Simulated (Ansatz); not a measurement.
# AlBH (doublet): wB97X-V, wB97M-V over a scan of the distance B1–Al2, 6-31G, part 1 of 2

Aim: run AlBH (doublet) with these functionals over a scan of the distance B1–Al2, and hold them against the top wave-function level at the same points.

Program: Ansatz 0.2.0, Gaussian basis. Level of theory: 6-31G, all electrons in the functionals. These are calculated values, not measurements.

The runs, in order: wB97X-V, wB97M-V, at 1.661 Å; 1.914 Å; 2.120 Å; 2.307 Å; 2.552 Å; 2.980 Å; 3.396 Å; 3.965 Å; 4.614 Å; 5.603 Å; 7.339 Å.

15 further runs of the same task are left out: 10 that didn't finish, 5 set aside as unsound or not needed.

### 1 What is computed

The geometry derives from a PBE0/def2-TZVP stationary point (not a proven minimum). One bond is set to the value named and the two fragments are kept rigid.

3 atoms, charge 0, spin multiplicity 2.

Atoms are counted from 1 here; the program's logs count them from 0.

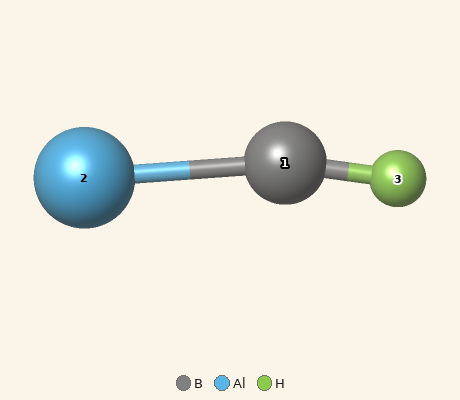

The structure; boron grey, aluminium blue, hydrogen green; atoms are numbered from 1 in the order of the file.

No dispersion term is added; wB97X-V, wB97M-V hold VV10 nonlocal correlation.

The geometry shown and the zero of energy belong to the point 2.120 Å. The yardstick, FCI, and other wave-function levels (R restricted, U unrestricted, valence and pair active spaces) come from earlier runs.

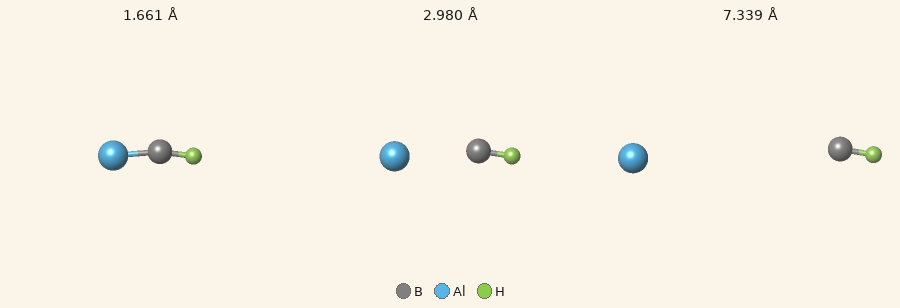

Three points of the scan; sticks are drawn by distance.

### 2 wB97X-V, 1.661 Å

The input, in.yaml:

```yaml
crystal:
  periodic: [false, false, false]
  atoms:
    - {symbol: B, position_ang: [0.000000, -0.087749, 0.161333]}
    - {symbol: Al, position_ang: [0.000000, -0.041816, -1.499032]}
    - {symbol: H, position_ang: [0.000000, 0.129566, 1.337698]}
basis:
  gaussian: {orbitals: 6-31G}
magnetization: {spin_polarized: true, initial_magnetization: 1}
hamiltonian: {xc: {name: wB97X-V}}
```

Launch:

```sh
> ansatz run in.yaml --threads 1 --pin off --events-out ev --progress --plain --max-ram 2393MiB
```

Output:

```text
Functional definition: wB97X-V
  name "wB97X-V"
  cite "Mardirossian & Head-Gordon, Phys. Chem. Chem. Phys. 16, 9904 (2014) doi:10.1039/C3CP54374A"
  cite "Becke, J. Chem. Phys. 107, 8554 (1997) doi:10.1063/1.475007"
  cite "Vydrov & Van Voorhis, J. Chem. Phys. 133, 244103 (2010) doi:10.1063/1.3521275"
  parameter omega = 0.3/bohr
  parameter cx = 0.167
  parameter cx1 = 0.603
  parameter cx2 = 1.194
  parameter css0 = 0.556
  parameter css1 = -0.257
  parameter cos0 = 1.219
  parameter cos1 = -1.850
  parameter b = 6.0
  parameter c = 0.01
  exchange = spin_sum(e_x_unif_sr(omega)*poly(b97_u_x, 1 - cx, cx1, cx2)) + cx*exact_x_sr(omega) + exact_x_lr(omega)
  correlation = spin_sum(e_c_pw_same_spin*poly(b97_u_same, css0, css1))
      + integral(e_c_pw_opposite_spin*poly(b97_u_opposite, cos0, cos1)) + vv10(b, c)
296 factors; integrals over basis functions are off by at most 2.4e-4 eV
121 factors; integrals over basis functions are off by at most 4.0e-6 eV
mean field evaluation 1: about -7279.9472 eV, gradient 7.5e0 eV
mean field evaluation 2: about -7280.4071 eV, gradient 4.4e0 eV
mean field evaluation 4: about -7280.6135 eV, gradient 5.2e-1 eV
mean field evaluation 8: about -7280.6415 eV, gradient 4.3e-1 eV
mean field evaluation 16: about -7281.1733 eV, gradient 2.2e-5 eV
mean field evaluation 32: about -7281.1722 eV, gradient 5.5e-2 eV
mean field evaluation 64: about -7281.2115 eV, gradient 5.8e-3 eV
mean field evaluation 96: about -7281.1409 eV, gradient 3.8e-2 eV
mean field -7281.21146546 eV, -267.5795859733 hartree, gradient 3.9e-6 eV, S^2 1.712257; 10 other end points of the search recorded, 0 dependent functions left out
reference -7281.21146552 eV, -267.5795859753 hartree; 10, 9 occupied and 14, 15 virtual orbitals, 296 factors
Total energy: -7281.21146552 eV, -267.5795859753 hartree
```

Run time: 16 s. Hardware: 1 thread of Arm Neoverse V2, shared host.

From the report: ⟨S²⟩ of the determinant 1.712 (pure doublet: 0.75). The determinant is far from a pure spin state, so its energy mixes those of several spin states (harmless only where they are near-degenerate, as at dissociation).

### 3 wB97X-V, 1.914 Å

The input, in.yaml:

```yaml
crystal:
  periodic: [false, false, false]
  atoms:
    - {symbol: B, position_ang: [0.000000, -0.090081, 0.245634]}
    - {symbol: Al, position_ang: [0.000000, -0.037152, -1.667634]}
    - {symbol: H, position_ang: [0.000000, 0.127234, 1.421999]}
basis:
  gaussian: {orbitals: 6-31G}
magnetization: {spin_polarized: true, initial_magnetization: 1}
hamiltonian: {xc: {name: wB97X-V}}
```

The command is unchanged.

Output (excerpt; [...] marks lines left out):

```text
Functional definition: wB97X-V
  name "wB97X-V"
  cite "Mardirossian & Head-Gordon, Phys. Chem. Chem. Phys. 16, 9904 (2014) doi:10.1039/C3CP54374A"
  cite "Becke, J. Chem. Phys. 107, 8554 (1997) doi:10.1063/1.475007"
  cite "Vydrov & Van Voorhis, J. Chem. Phys. 133, 244103 (2010) doi:10.1063/1.3521275"
[...]
      + integral(e_c_pw_opposite_spin*poly(b97_u_opposite, cos0, cos1)) + vv10(b, c)
296 factors; integrals over basis functions are off by at most 2.5e-4 eV
121 factors; integrals over basis functions are off by at most 4.4e-6 eV
[...]
mean field -7282.67621370 eV, -267.6334144781 hartree, gradient 4.3e-6 eV, S^2 1.149963; 10 other end points of the search recorded, 0 dependent functions left out
reference -7282.67621367 eV, -267.6334144770 hartree; 10, 9 occupied and 14, 15 virtual orbitals, 296 factors
Total energy: -7282.67621367 eV, -267.6334144770 hartree
```

Wall time 16 s (1 thread of Arm Neoverse V2, shared host).

From the report: ⟨S²⟩ of the determinant 1.150 (pure doublet: 0.75).

### 4 wB97X-V, 2.120 Å

The input, in.yaml:

```yaml
crystal:
  periodic: [false, false, false]
  atoms:
    - {symbol: B, position_ang: [0.000000, -0.091982, 0.314337]}
    - {symbol: Al, position_ang: [0.000000, -0.033351, -1.805038]}
    - {symbol: H, position_ang: [0.000000, 0.125333, 1.490702]}
basis:
  gaussian: {orbitals: 6-31G}
magnetization: {spin_polarized: true, initial_magnetization: 1}
hamiltonian: {xc: {name: wB97X-V}}
```

Same command.

Output (excerpt; [...] marks lines left out):

```text
Functional definition: wB97X-V
  name "wB97X-V"
  cite "Mardirossian & Head-Gordon, Phys. Chem. Chem. Phys. 16, 9904 (2014) doi:10.1039/C3CP54374A"
  cite "Becke, J. Chem. Phys. 107, 8554 (1997) doi:10.1063/1.475007"
  cite "Vydrov & Van Voorhis, J. Chem. Phys. 133, 244103 (2010) doi:10.1063/1.3521275"
[...]
      + integral(e_c_pw_opposite_spin*poly(b97_u_opposite, cos0, cos1)) + vv10(b, c)
296 factors; integrals over basis functions are off by at most 2.5e-4 eV
121 factors; integrals over basis functions are off by at most 5.4e-6 eV
[...]
mean field -7283.09123817 eV, -267.6486663461 hartree, gradient 2.2e-6 eV, S^2 0.756290; 5 other end points of the search recorded, 0 dependent functions left out
reference -7283.09123760 eV, -267.6486663252 hartree; 10, 9 occupied and 14, 15 virtual orbitals, 296 factors
Total energy: -7283.09123760 eV, -267.6486663252 hartree
```

It took 12 s on 1 thread of Arm Neoverse V2, shared host.

From the report: ⟨S²⟩ of the determinant 0.756 (pure doublet: 0.75).

### 5 wB97X-V, 2.307 Å

The input, in.yaml:

```yaml
crystal:
  periodic: [false, false, false]
  atoms:
    - {symbol: B, position_ang: [0.000000, -0.093704, 0.376584]}
    - {symbol: Al, position_ang: [0.000000, -0.029907, -1.929533]}
    - {symbol: H, position_ang: [0.000000, 0.123611, 1.552949]}
basis:
  gaussian: {orbitals: 6-31G}
magnetization: {spin_polarized: true, initial_magnetization: 1}
hamiltonian: {xc: {name: wB97X-V}}
```

Same command.

Output (excerpt; [...] marks lines left out):

```text
Functional definition: wB97X-V
  name "wB97X-V"
  cite "Mardirossian & Head-Gordon, Phys. Chem. Chem. Phys. 16, 9904 (2014) doi:10.1039/C3CP54374A"
  cite "Becke, J. Chem. Phys. 107, 8554 (1997) doi:10.1063/1.475007"
  cite "Vydrov & Van Voorhis, J. Chem. Phys. 133, 244103 (2010) doi:10.1063/1.3521275"
[...]
      + integral(e_c_pw_opposite_spin*poly(b97_u_opposite, cos0, cos1)) + vv10(b, c)
296 factors; integrals over basis functions are off by at most 2.5e-4 eV
121 factors; integrals over basis functions are off by at most 6.1e-6 eV
[...]
mean field -7283.06043412 eV, -267.6475343181 hartree, gradient 4.9e-6 eV, S^2 0.756230; 2 other end points of the search recorded, 0 dependent functions left out
reference -7283.06043362 eV, -267.6475342999 hartree; 10, 9 occupied and 14, 15 virtual orbitals, 296 factors
Total energy: -7283.06043362 eV, -267.6475342999 hartree
```

Wall time 6.5 s (1 thread of Arm Neoverse V2, shared host).

From the report: ⟨S²⟩ of the determinant 0.756 (pure doublet: 0.75).

From 2.120 Å: +0.7 kcal/mol.

### 6 wB97X-V, 2.552 Å

The input, in.yaml:

```yaml
crystal:
  periodic: [false, false, false]
  atoms:
    - {symbol: B, position_ang: [0.000000, -0.095962, 0.458220]}
    - {symbol: Al, position_ang: [0.000000, -0.025390, -2.092804]}
    - {symbol: H, position_ang: [0.000000, 0.121353, 1.634585]}
basis:
  gaussian: {orbitals: 6-31G}
magnetization: {spin_polarized: true, initial_magnetization: 1}
hamiltonian: {xc: {name: wB97X-V}}
```

Same command.

Output (excerpt; [...] marks lines left out):

```text
Functional definition: wB97X-V
  name "wB97X-V"
  cite "Mardirossian & Head-Gordon, Phys. Chem. Chem. Phys. 16, 9904 (2014) doi:10.1039/C3CP54374A"
  cite "Becke, J. Chem. Phys. 107, 8554 (1997) doi:10.1063/1.475007"
  cite "Vydrov & Van Voorhis, J. Chem. Phys. 133, 244103 (2010) doi:10.1063/1.3521275"
[...]
      + integral(e_c_pw_opposite_spin*poly(b97_u_opposite, cos0, cos1)) + vv10(b, c)
296 factors; integrals over basis functions are off by at most 2.6e-4 eV
121 factors; integrals over basis functions are off by at most 6.7e-6 eV
[...]
mean field -7282.70591234 eV, -267.6345058830 hartree, gradient 5.6e-6 eV, S^2 0.757890; 3 other end points of the search recorded, 0 dependent functions left out
reference -7282.70591183 eV, -267.6345058645 hartree; 10, 9 occupied and 14, 15 virtual orbitals, 296 factors
Total energy: -7282.70591183 eV, -267.6345058645 hartree
```

Wall time 6 s (1 thread of Arm Neoverse V2, shared host).

From the report: ⟨S²⟩ of the determinant 0.758 (pure doublet: 0.75).

From 2.120 Å: +8.9 kcal/mol.

### 7 wB97X-V, 2.980 Å

The input, in.yaml:

```yaml
crystal:
  periodic: [false, false, false]
  atoms:
    - {symbol: B, position_ang: [0.000000, -0.099908, 0.600832]}
    - {symbol: Al, position_ang: [0.000000, -0.017500, -2.378029]}
    - {symbol: H, position_ang: [0.000000, 0.117407, 1.777197]}
basis:
  gaussian: {orbitals: 6-31G}
magnetization: {spin_polarized: true, initial_magnetization: 1}
hamiltonian: {xc: {name: wB97X-V}}
```

Launched as before.

Output (excerpt; [...] marks lines left out):

```text
Functional definition: wB97X-V
  name "wB97X-V"
  cite "Mardirossian & Head-Gordon, Phys. Chem. Chem. Phys. 16, 9904 (2014) doi:10.1039/C3CP54374A"
  cite "Becke, J. Chem. Phys. 107, 8554 (1997) doi:10.1063/1.475007"
  cite "Vydrov & Van Voorhis, J. Chem. Phys. 133, 244103 (2010) doi:10.1063/1.3521275"
[...]
      + integral(e_c_pw_opposite_spin*poly(b97_u_opposite, cos0, cos1)) + vv10(b, c)
296 factors; integrals over basis functions are off by at most 2.6e-4 eV
121 factors; integrals over basis functions are off by at most 7.8e-6 eV
[...]
mean field -7281.81200950 eV, -267.6016555598 hartree, gradient 3.4e-6 eV, S^2 0.765546; 4 other end points of the search recorded, 0 dependent functions left out
reference -7281.81200905 eV, -267.6016555430 hartree; 10, 9 occupied and 14, 15 virtual orbitals, 296 factors
Total energy: -7281.81200905 eV, -267.6016555430 hartree
```

Run time: 7.5 s. Hardware: 1 thread of Arm Neoverse V2, shared host.

From the report: ⟨S²⟩ of the determinant 0.766 (pure doublet: 0.75).

From 2.120 Å: +29.5 kcal/mol.

### 8 wB97X-V, 3.396 Å

The input, in.yaml:

```yaml
crystal:
  periodic: [false, false, false]
  atoms:
    - {symbol: B, position_ang: [0.000000, -0.103742, 0.739445]}
    - {symbol: Al, position_ang: [0.000000, -0.009830, -2.655256]}
    - {symbol: H, position_ang: [0.000000, 0.113573, 1.915810]}
basis:
  gaussian: {orbitals: 6-31G}
magnetization: {spin_polarized: true, initial_magnetization: 1}
hamiltonian: {xc: {name: wB97X-V}}
```

Same command.

Output (excerpt; [...] marks lines left out):

```text
Functional definition: wB97X-V
  name "wB97X-V"
  cite "Mardirossian & Head-Gordon, Phys. Chem. Chem. Phys. 16, 9904 (2014) doi:10.1039/C3CP54374A"
  cite "Becke, J. Chem. Phys. 107, 8554 (1997) doi:10.1063/1.475007"
  cite "Vydrov & Van Voorhis, J. Chem. Phys. 133, 244103 (2010) doi:10.1063/1.3521275"
[...]
      + integral(e_c_pw_opposite_spin*poly(b97_u_opposite, cos0, cos1)) + vv10(b, c)
296 factors; integrals over basis functions are off by at most 2.7e-4 eV
121 factors; integrals over basis functions are off by at most 8.5e-6 eV
[...]
mean field -7281.24452510 eV, -267.5808008925 hartree, gradient 4.1e-6 eV, S^2 0.764923; 4 other end points of the search recorded, 0 dependent functions left out
reference -7281.24452508 eV, -267.5808008919 hartree; 10, 9 occupied and 14, 15 virtual orbitals, 296 factors
Total energy: -7281.24452508 eV, -267.5808008919 hartree
```

Run time: 7 s. Hardware: 1 thread of Arm Neoverse V2, shared host.

From the report: ⟨S²⟩ of the determinant 0.765 (pure doublet: 0.75).

From 2.120 Å: +42.6 kcal/mol.

### 9 wB97X-V, 3.965 Å

The input, in.yaml:

```yaml
crystal:
  periodic: [false, false, false]
  atoms:
    - {symbol: B, position_ang: [0.000000, -0.108987, 0.929040]}
    - {symbol: Al, position_ang: [0.000000, 0.000660, -3.034444]}
    - {symbol: H, position_ang: [0.000000, 0.108328, 2.105405]}
basis:
  gaussian: {orbitals: 6-31G}
magnetization: {spin_polarized: true, initial_magnetization: 1}
hamiltonian: {xc: {name: wB97X-V}}
```

Same command.

Output (excerpt; [...] marks lines left out):

```text
Functional definition: wB97X-V
  name "wB97X-V"
  cite "Mardirossian & Head-Gordon, Phys. Chem. Chem. Phys. 16, 9904 (2014) doi:10.1039/C3CP54374A"
  cite "Becke, J. Chem. Phys. 107, 8554 (1997) doi:10.1063/1.475007"
  cite "Vydrov & Van Voorhis, J. Chem. Phys. 133, 244103 (2010) doi:10.1063/1.3521275"
[...]
      + integral(e_c_pw_opposite_spin*poly(b97_u_opposite, cos0, cos1)) + vv10(b, c)
296 factors; integrals over basis functions are off by at most 2.7e-4 eV
121 factors; integrals over basis functions are off by at most 9.3e-6 eV
[...]
mean field -7281.02349520 eV, -267.5726781936 hartree, gradient 9.8e-6 eV, S^2 0.751126; 4 other end points of the search recorded, 0 dependent functions left out
reference -7281.02349507 eV, -267.5726781887 hartree; 10, 9 occupied and 14, 15 virtual orbitals, 296 factors
Total energy: -7281.02349507 eV, -267.5726781887 hartree
```

Run time: 11 s. Hardware: 1 thread of Arm Neoverse V2, shared host.

From the report: ⟨S²⟩ of the determinant 0.751 (pure doublet: 0.75).

From 2.120 Å: +47.7 kcal/mol.

### 10 wB97X-V, 4.614 Å

The input, in.yaml:

```yaml
crystal:
  periodic: [false, false, false]
  atoms:
    - {symbol: B, position_ang: [0.000000, -0.114970, 1.145290]}
    - {symbol: Al, position_ang: [0.000000, 0.012624, -3.466945]}
    - {symbol: H, position_ang: [0.000000, 0.102345, 2.321655]}
basis:
  gaussian: {orbitals: 6-31G}
magnetization: {spin_polarized: true, initial_magnetization: 1}
hamiltonian: {xc: {name: wB97X-V}}
```

Launched as before.

Output (excerpt; [...] marks lines left out):

```text
Functional definition: wB97X-V
  name "wB97X-V"
  cite "Mardirossian & Head-Gordon, Phys. Chem. Chem. Phys. 16, 9904 (2014) doi:10.1039/C3CP54374A"
  cite "Becke, J. Chem. Phys. 107, 8554 (1997) doi:10.1063/1.475007"
  cite "Vydrov & Van Voorhis, J. Chem. Phys. 133, 244103 (2010) doi:10.1063/1.3521275"
[...]
      + integral(e_c_pw_opposite_spin*poly(b97_u_opposite, cos0, cos1)) + vv10(b, c)
296 factors; integrals over basis functions are off by at most 2.7e-4 eV
121 factors; integrals over basis functions are off by at most 9.8e-6 eV
[...]
mean field -7280.91398624 eV, -267.5686538135 hartree, gradient 7.6e-6 eV, S^2 0.750131; 4 other end points of the search recorded, 0 dependent functions left out
reference -7280.91398604 eV, -267.5686538064 hartree; 10, 9 occupied and 14, 15 virtual orbitals, 296 factors
Total energy: -7280.91398604 eV, -267.5686538064 hartree
```

Run time: 11 s. Hardware: 1 thread of Arm Neoverse V2, shared host.

From the report: ⟨S²⟩ of the determinant 0.750 (pure doublet: 0.75).

From 2.120 Å: +50.2 kcal/mol.

### 11 wB97X-V, 5.603 Å

The input, in.yaml:

```yaml
crystal:
  periodic: [false, false, false]
  atoms:
    - {symbol: B, position_ang: [0.000000, -0.124086, 1.474831]}
    - {symbol: Al, position_ang: [0.000000, 0.030857, -4.126026]}
    - {symbol: H, position_ang: [0.000000, 0.093229, 2.651196]}
basis:
  gaussian: {orbitals: 6-31G}
magnetization: {spin_polarized: true, initial_magnetization: 1}
hamiltonian: {xc: {name: wB97X-V}}
```

The command is unchanged.

Output (excerpt; [...] marks lines left out):

```text
Functional definition: wB97X-V
  name "wB97X-V"
  cite "Mardirossian & Head-Gordon, Phys. Chem. Chem. Phys. 16, 9904 (2014) doi:10.1039/C3CP54374A"
  cite "Becke, J. Chem. Phys. 107, 8554 (1997) doi:10.1063/1.475007"
  cite "Vydrov & Van Voorhis, J. Chem. Phys. 133, 244103 (2010) doi:10.1063/1.3521275"
[...]
      + integral(e_c_pw_opposite_spin*poly(b97_u_opposite, cos0, cos1)) + vv10(b, c)
296 factors; integrals over basis functions are off by at most 2.7e-4 eV
121 factors; integrals over basis functions are off by at most 1.0e-5 eV
[...]
mean field -7280.83898511 eV, -267.5658975729 hartree, gradient 6.8e-6 eV, S^2 0.750005; 4 other end points of the search recorded, 0 dependent functions left out
reference -7280.83898485 eV, -267.5658975635 hartree; 10, 9 occupied and 14, 15 virtual orbitals, 296 factors
Total energy: -7280.83898485 eV, -267.5658975635 hartree
```

It took 17 s on 1 thread of Arm Neoverse V2, shared host.

From the report: ⟨S²⟩ of the determinant 0.750 (pure doublet: 0.75).

From 2.120 Å: +51.9 kcal/mol.

### 12 wB97X-V, 7.339 Å

The input, in.yaml:

```yaml
crystal:
  periodic: [false, false, false]
  atoms:
    - {symbol: B, position_ang: [0.000000, -0.140089, 2.053276]}
    - {symbol: Al, position_ang: [0.000000, 0.062862, -5.282917]}
    - {symbol: H, position_ang: [0.000000, 0.077226, 3.229641]}
basis:
  gaussian: {orbitals: 6-31G}
magnetization: {spin_polarized: true, initial_magnetization: 1}
hamiltonian: {xc: {name: wB97X-V}}
```

The command is unchanged.

Output (excerpt; [...] marks lines left out):

```text
Functional definition: wB97X-V
  name "wB97X-V"
  cite "Mardirossian & Head-Gordon, Phys. Chem. Chem. Phys. 16, 9904 (2014) doi:10.1039/C3CP54374A"
  cite "Becke, J. Chem. Phys. 107, 8554 (1997) doi:10.1063/1.475007"
  cite "Vydrov & Van Voorhis, J. Chem. Phys. 133, 244103 (2010) doi:10.1063/1.3521275"
[...]
      + integral(e_c_pw_opposite_spin*poly(b97_u_opposite, cos0, cos1)) + vv10(b, c)
296 factors; integrals over basis functions are off by at most 2.7e-4 eV
121 factors; integrals over basis functions are off by at most 1.1e-5 eV
[...]
mean field -7280.81054274 eV, -267.5648523350 hartree, gradient 3.2e-6 eV, S^2 0.750001; 4 other end points of the search recorded, 0 dependent functions left out
reference -7280.81054238 eV, -267.5648523220 hartree; 10, 9 occupied and 14, 15 virtual orbitals, 296 factors
Total energy: -7280.81054238 eV, -267.5648523220 hartree
```

Wall time 20 s (1 thread of Arm Neoverse V2, shared host).

From the report: ⟨S²⟩ of the determinant 0.750 (pure doublet: 0.75).

From 2.120 Å: +52.6 kcal/mol.

### 13 wB97M-V, 1.661 Å

The input, in.yaml:

```yaml
crystal:
  periodic: [false, false, false]
  atoms:
    - {symbol: B, position_ang: [0.000000, -0.087749, 0.161333]}
    - {symbol: Al, position_ang: [0.000000, -0.041816, -1.499032]}
    - {symbol: H, position_ang: [0.000000, 0.129566, 1.337698]}
basis:
  gaussian: {orbitals: 6-31G}
magnetization: {spin_polarized: true, initial_magnetization: 1}
hamiltonian: {xc: {name: wB97M-V}}
output: {forces: true, orbitals: {seedname: orbitals}}
```

The command is unchanged.

Output (excerpt; [...] marks lines left out):

```text
Functional definition: wB97M-V
  name "wB97M-V"
  cite "Mardirossian & Head-Gordon, J. Chem. Phys. 144, 214110 (2016) doi:10.1063/1.4952647"
  cite "Becke, J. Chem. Phys. 107, 8554 (1997) doi:10.1063/1.475007"
  cite "Vydrov & Van Voorhis, J. Chem. Phys. 133, 244103 (2010) doi:10.1063/1.3521275"
  # Of w^i u^j: cxij and so on, Table III.
[...]
  gx(w, u) = 1 - cx + cx01*u + cx10*w
  gss(w, u) = css00 + css04*u^4 + css10*w + css20*w^2 + css43*w^4*u^3
  gos(w, u) = cos00 + cos10*w + (cos20 + cos21*u)*w^2 + (cos60 + cos61*u)*w^6
[...]
      + integral(e_c_pw_mod_opposite_spin*gos(b97_w_opposite, b97_u_opposite)) + vv10(b, c)
296 factors; integrals over basis functions are off by at most 2.4e-4 eV
121 factors; integrals over basis functions are off by at most 4.0e-6 eV
[...]
mean field -7281.85299923 eV, -267.6031619044 hartree, gradient 6.4e-6 eV, S^2 1.700059; 10 other end points of the search recorded, 0 dependent functions left out
[...]
reference -7281.85303155 eV, -267.6031630924 hartree; 10, 9 occupied and 14, 15 virtual orbitals, 296 factors
Total energy: -7281.85303155 eV, -267.6031630924 hartree
Atom 0 at     0.000000    -0.087749     0.161333 Å, force    -0.000000    -0.295007     9.674845 eV/Å
Atom 1 at     0.000000    -0.041816    -1.499032 Å, force     0.000000     0.299665    -9.332693 eV/Å
Atom 2 at     0.000000     0.129566     1.337698 Å, force     0.000000    -0.004658    -0.342152 eV/Å
Dipole moment:    -0.000000    -0.070206    -0.272258 e Å
```

It took 17 s on 1 thread of Arm Neoverse V2, shared host.

From the report: ⟨S²⟩ of the determinant 1.700 (pure doublet: 0.75). The determinant is far from a pure spin state, so its energy mixes those of several spin states (harmless only where they are near-degenerate, as at dissociation).

(Continued in part 2 of 2.)
